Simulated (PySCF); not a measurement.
```xyz
21

C     0.6001    4.0860    1.8224
C     1.1541    3.1157    1.3774
Si    1.9381    1.6156    0.6327
P     0.4213    0.7023   -0.7252
Si    1.4613   -1.2029   -1.2571
C     0.2490   -2.3249   -2.1846
Si   -1.0410    0.0197    0.8194
N    -2.0916   -1.0231   -0.0519
C    -3.2405   -0.9032   -0.5261
H     0.1240    4.9385    2.2157
H     3.0871    2.0187   -0.1828
H     2.3554    0.7322    1.7317
H     2.5949   -0.8082   -2.1043
H     1.9985   -1.8929   -0.0731
H     0.7066   -3.2779   -2.4310
H    -0.6340   -2.5117   -1.5797
H    -0.0773   -1.8597   -3.1108
H    -0.4865   -0.8885    1.8240
H    -1.5852    1.2285    1.4464
H    -3.6570   -1.7146   -1.1190
H    -3.8862   -0.0328   -0.3900
```

Geometry: GFN2-xTB.

Method: PBE0/pcSseg-1, SCF density, gas phase, non-relativistic (PySCF).

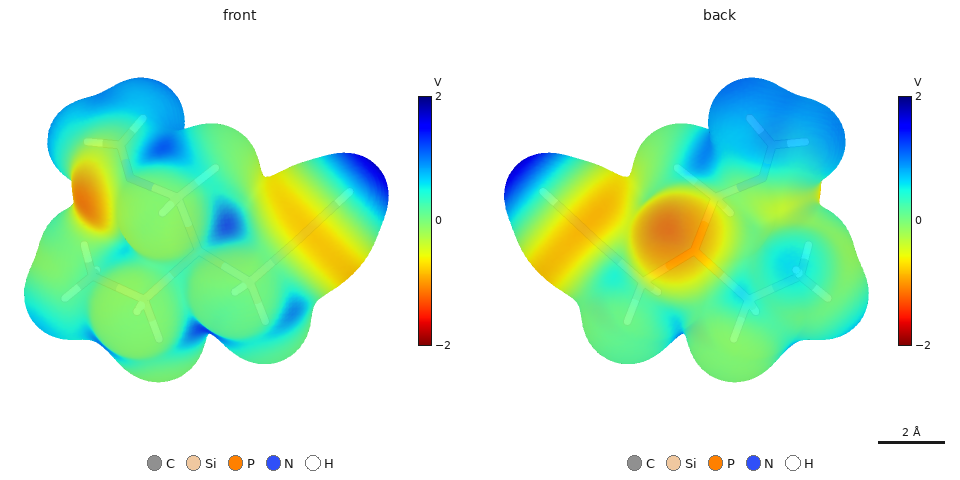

C4H12NPSi3. The molecular electrostatic potential painted on the density surface at 0.002 e/bohr³, seen from the front and from behind; red is negative and blue positive.

### Where is the surface potential most negative and most positive?

The most negative region (about −1.1 V, or −25 kcal/mol for a unit charge) lies over P4 and N8, the most positive (about +1.6 V, or +37 kcal/mol for a unit charge) over H10.

### What dipole moment does the calculation give?

Its dipole moment is 1.91 D.
